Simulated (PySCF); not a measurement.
# C₃H₇BOSi: what the fields show

```xyz
13

B    -2.4026    1.3459   -0.5896
Si   -1.5511   -0.3118   -0.0136
O    -1.9937   -1.4892   -1.0723
C     0.3096   -0.1928    0.0017
C     1.5106   -0.0920   -0.0020
C     2.9542    0.0223   -0.0036
H    -3.0094    1.4354   -1.5841
H    -2.3147    2.3098    0.0673
H    -1.8562   -0.8147    1.3489
H    -1.6301   -2.3686   -1.0204
H     3.2925    0.4611   -0.9427
H     3.2780    0.6572    0.8215
H     3.4084   -0.9623    0.1097
```

Geometry: GFN2-xTB.

These are results of PBE0/pcSseg-1, SCF density, gas phase, non-relativistic in PySCF 2.14.0, not measurements.

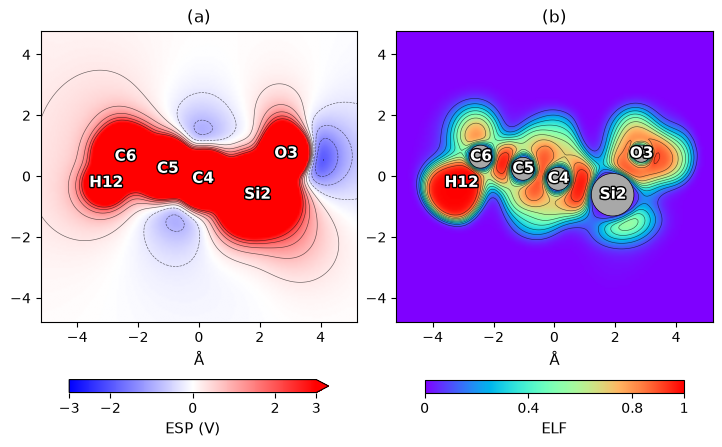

Figure 1. (a) molecular electrostatic potential; (b) ELF on the plane of atoms O3, Si2 and C4. Grey discs cover the atomic cores in the ELF map.

Question: What do the fields say about this system?

Answer: The section cuts through Si, O, C and H sites. C–C (1.21 Å): the ELF peaks at about 0.85 between the atoms (a multiple bond). Si–O (1.64 Å): the ELF peaks at about 0.85 between the atoms; a shared but strongly polarised pair. C–Si (1.86 Å): the ELF peaks at about 0.95 between the atoms: a shared electron pair. C–H (1.09 Å): the ELF climbs to about 1 towards the hydrogen, as it does in any bond to H; a covalent bond by its length. The ELF also peaks beside O3, away from the bonds: lone-pair regions. Outside the dense part of the molecule the potential is most negative (−1.9 V) near O3.

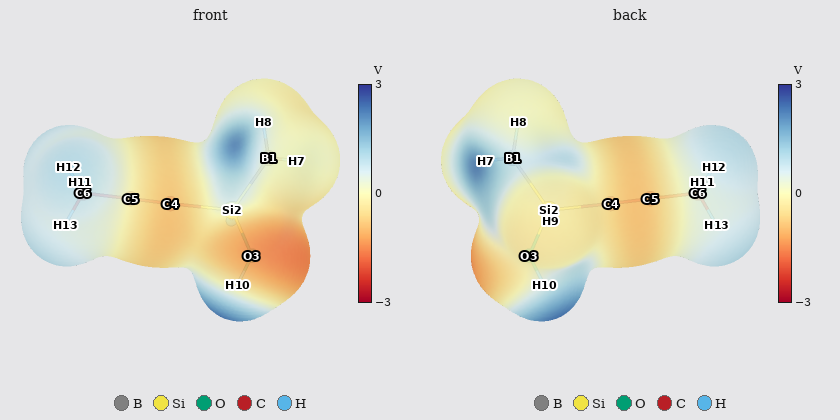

Figure 2. The electrostatic potential painted on the density surface at 0.002 e/bohr³, seen from the front and from behind; the colour scale runs from red (negative) to blue (positive).

Question: Describe the electrostatic potential map.

Answer: The most negative region (about −1.6 V, or −37 kcal/mol for a unit charge) lies over O3, the most positive (about +2.2 V, or +51 kcal/mol for a unit charge) over B1 and H10. O3 is the likeliest acceptor of a hydrogen bond.

Question: How polar is the molecule by this calculation?

Answer: Its dipole moment is 1.92 D.
